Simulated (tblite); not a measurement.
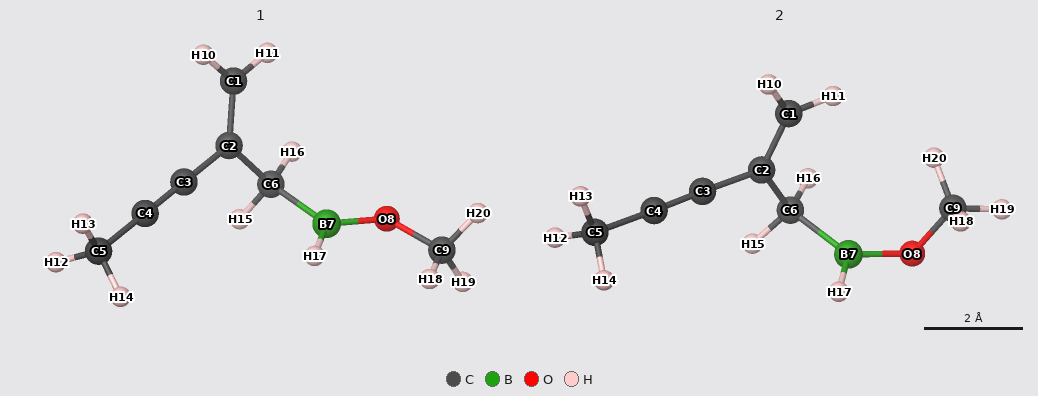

Two geometries of C$_{7}$H$_{11}$BO, drawn at one scale. One is the start of a relaxation, the other its converged end. A ball-and-stick model, seen at a tilt.

Theory: GFN2-xTB geometry optimisation, gas phase in tblite 0.8.0. 

Question: Which of the two is the end point?

Answer: Structure 1 is the relaxed one. Over 164 geometry steps the energy falls by 1.077 eV. H20 moves most after the best rigid fit: 1.82 Å. Largest moves by element: H 1.82 Å, C 1.09 Å, O 0.81 Å, B 0.66 Å. Some distances before and after: B7–O8 1.465 → 1.327 Å, C2–C3 1.454 → 1.418 Å, C5–H12 1.113 → 1.091 Å, C4–C5 1.462 → 1.446 Å. Among the angles between lasting bonds that change: B7–O8–C9 108.9° → 125.1°, C3–C2–C6 120.3° → 115.9°, C6–B7–O8 120.4° → 116.9°. Groups turn about B7–O8 by about 90°, O8–C9 by about 60°, C2–C6 by about 25°.
